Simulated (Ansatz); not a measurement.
# C3H8AlFO: what the fields show

Input file:

```
crystal:
  periodic: [false, false, false]
  atoms:
    - {symbol: C, position_ang: [-0.331760, 0.274749, -1.316952]}
    - {symbol: C, position_ang: [-0.516936, -0.250748, 0.093720]}
    - {symbol: C, position_ang: [-0.444169, -1.762496, 0.153972]}
    - {symbol: O, position_ang: [0.458413, 0.280112, 0.962570]}
    - {symbol: Al, position_ang: [1.240597, 1.716064, 1.300827]}
    - {symbol: F, position_ang: [0.844860, 3.105452, 0.502885]}
    - {symbol: H, position_ang: [-0.387646, 1.365760, -1.338292]}
    - {symbol: H, position_ang: [-1.103708, -0.118658, -1.982606]}
    - {symbol: H, position_ang: [0.642793, -0.032635, -1.708074]}
    - {symbol: H, position_ang: [-1.504782, 0.065588, 0.456759]}
    - {symbol: H, position_ang: [-1.225515, -2.213309, -0.462456]}
    - {symbol: H, position_ang: [-0.568051, -2.109768, 1.181048]}
    - {symbol: H, position_ang: [0.527051, -2.108009, -0.209986]}
    - {symbol: H, position_ang: [2.355853, 1.758695, 2.395584]}
basis:
  gaussian: {orbitals: def2-TZVPP}
hamiltonian: {xc: pbe0, dispersion: d4}
output: {orbitals: {seedname: orbitals}}
```

Run with:

```sh
ansatz run in.yaml --threads 2 --pin off --events-out ev --progress --plain --max-ram 32768MiB --backend cuda --devices 0, --max-vram 18GiB
```

Geometry: PBE0-D4/def2-TZVP.

Level of theory: Ansatz, RKS PBE0-D4/def2-TZVPP.

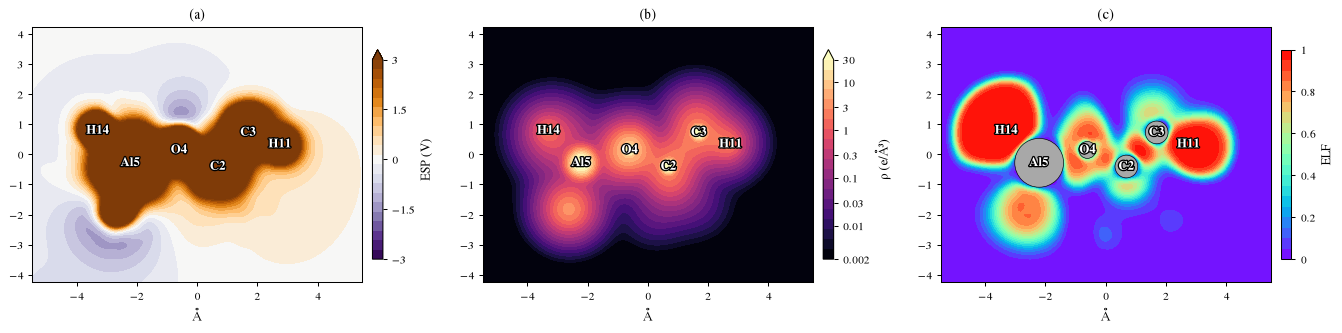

Figure 1. (a) molecular electrostatic potential; (b) electron density; (c) electron localisation function on the plane of atoms C2, C3 and H11. Grey discs cover the atomic cores in the ELF map.

> What do the fields say about this system?

- The plane passes through C, O, Al and H nuclei.
- C–O (1.41 Å): the density is about 2 e/Å³ at the midpoint, with its minimum of 1.7 e/Å³ about 0.5 Å from C; the ELF peaks at about 0.85 between the atoms, as expected for a polar covalent bond.
- C–C (1.51 Å): ρ at the midpoint is about 1.7 e/Å³; the ELF peaks at about 0.95 between the atoms (localised, covalent bonding).
- Al–O (1.67 Å): the density is about 0.93 e/Å³ at the midpoint; the ELF peaks at about 0.85 in the valence shell of O, 0.6 Å from its nucleus, and is about 0.45 at the midpoint.
- C–H (1.09 Å): the density is about 2 e/Å³ at the midpoint; the ELF climbs to about 1 towards the hydrogen, as it does in any bond to H: an ordinary covalent bond to hydrogen.
- Al–H (1.56 Å): ρ is about 0.59 e/Å³ halfway; the ELF climbs to about 1 towards the hydrogen.
- The ELF also peaks beside F6 and O4, away from the bonds: lone-pair regions.
- Outside the dense part of the molecule the potential is most negative (−1.4 V) near O4.

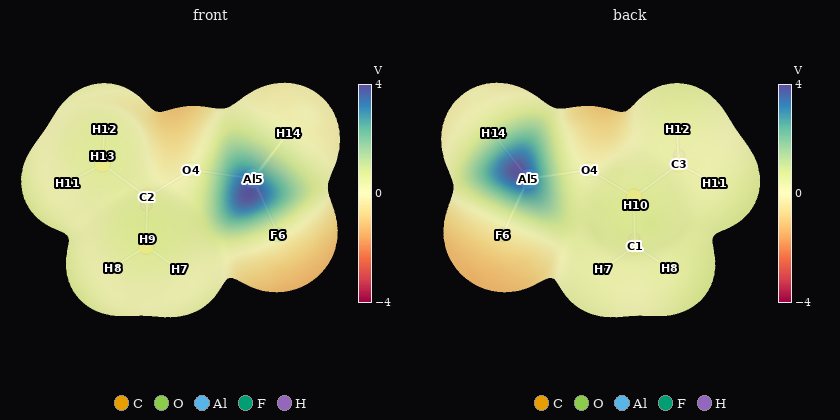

Figure 2. The molecular electrostatic potential painted on the density surface at 0.002 e/bohr³, seen from the front and from behind; red is negative and blue positive.

> Where is the surface potential most negative and most positive?

The most negative region (about −1.3 V, or −30 kcal/mol for a unit charge) lies over F6, the most positive (about +3.7 V, or +85 kcal/mol for a unit charge) over Al5.

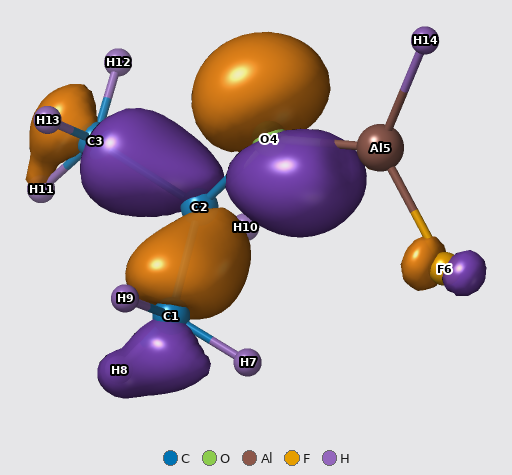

Figure 3. The HOMO−1 at ±0.15 Å⁻³ᐟ² (orange and purple are the two phases), seen at a tilt.

> What is the character of this orbital?

By Hirshfeld shares it lies mainly on O4 (about 50 %), C2 (about 15 %), C1 (about 10 %), C3 (about 10 %) and Al5 (about 5 %). Its energy is −8.45 eV.
